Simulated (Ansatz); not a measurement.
## Electronic structure of GeH$_{4}$O$_{2}$Si (SMILES [OH][GeH]1[O][SiH2]1) in real space

Input file:

```
crystal:
  periodic: [false, false, false]
  atoms:
    - { symbol: O, position_ang: [-0.9127, 1.6639, -0.8603] }
    - { symbol: Ge, position_ang: [0.0781, 0.924, 0.3522] }
    - { symbol: O, position_ang: [1.1928, -0.1896, -0.4944] }
    - { symbol: Si, position_ang: [0.2732, -1.3616, 0.1894] }
    - { symbol: H, position_ang: [-1.7267, 1.0847, -0.994] }
    - { symbol: H, position_ang: [0.9119, 1.8621, 1.2834] }
    - { symbol: H, position_ang: [0.8814, -2.0658, 1.3143] }
    - { symbol: H, position_ang: [-0.606, -1.9749, -0.8464] }
basis:
  gaussian:
    orbitals: def2-SVP
correlation:
  method: ccsd
output:
  orbitals: {}
```

Command:

```sh
python geh4o2si.py
```

The fields and orbitals are those of the mean-field reference, not of the correlated method.

Method: CCSD, Gaussian basis (Ansatz 0.2.0).

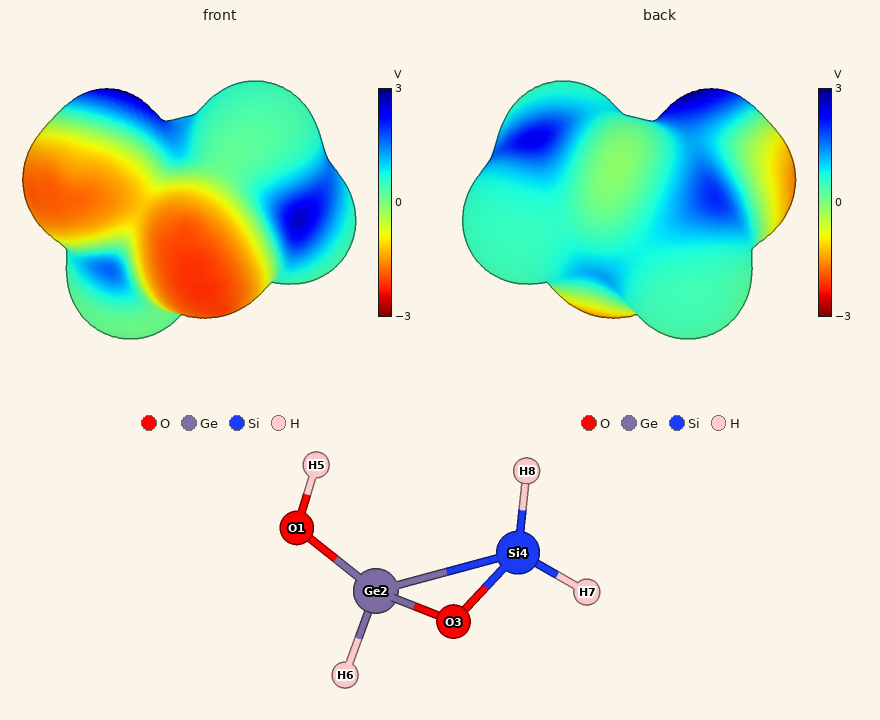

Figure 1. The molecular electrostatic potential painted on the density surface at 0.002 e/bohr³, seen from the front and from behind; red is negative and blue positive. The bare structure is drawn below in the same view.

Q: Describe the electrostatic potential map.

A: The most negative region (about −2.1 V) lies over O3, the most positive (about +2.8 V) over H5. O3 is the likeliest acceptor of a hydrogen bond.

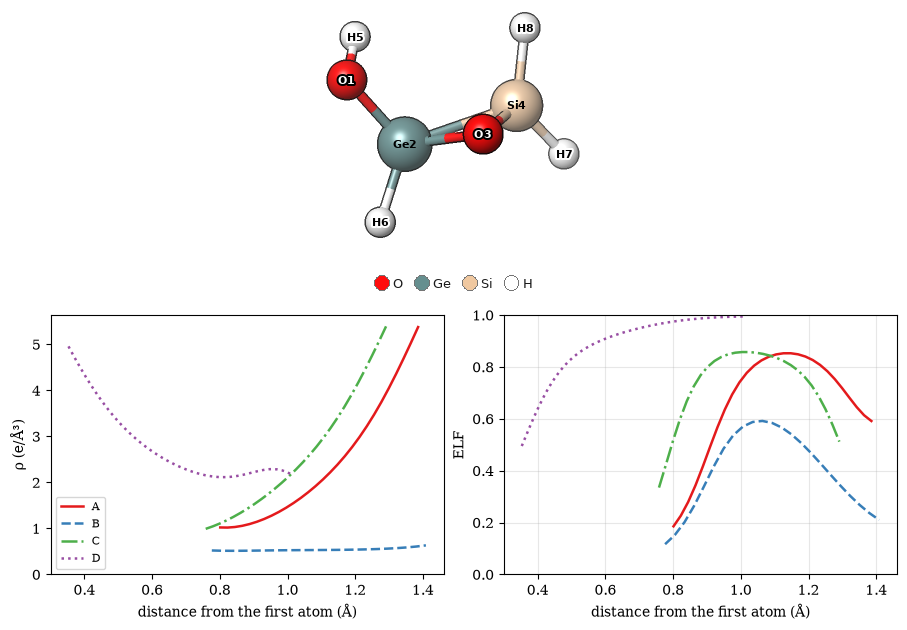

Figure 2. Total electron density and ELF along straight lines between neighbouring atoms. The curves leave out the atomic cores. The structure is drawn too.

Q: Which curve belongs to which contact (Ge–O, O–H, Si–Ge and Si–O)? The first atom named is at distance zero.

A: Curve A: Ge–O (1.73 Å): the density is about 1.1 e/Å³ at the midpoint; the ELF peaks at about 0.85 in the valence shell of O, 0.6 Å from its nucleus, and is about 0.35 at the midpoint. Curve B: Si–Ge (2.30 Å): ρ is about 0.54 e/Å³ halfway; the ELF reaches about 0.60 near the midpoint. Curve C: Si–O (1.64 Å): ρ at the midpoint is about 1.2 e/Å³; the ELF peaks at about 0.85 between the atoms, as expected for a shared but strongly polarised pair. Curve D: O–H (1.01 Å): the density is about 3.3 e/Å³ at the midpoint; the ELF climbs to about 1 towards the hydrogen, as it does in any bond to H (a covalent bond by its length).

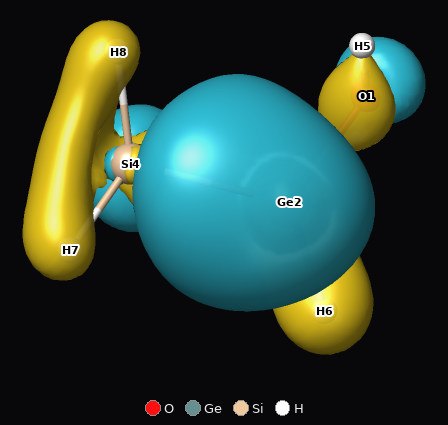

Figure 3. The HOMO at ±0.1 Å⁻³ᐟ² (yellow and cyan are the two phases), seen at an oblique angle.

Q: Describe this orbital and give its energy.

A: Its weight (Hirshfeld) is mainly on Ge2 (about 40 %), Si4 (about 30 %) and O3 (about 15 %). Its energy is −8.83 eV.
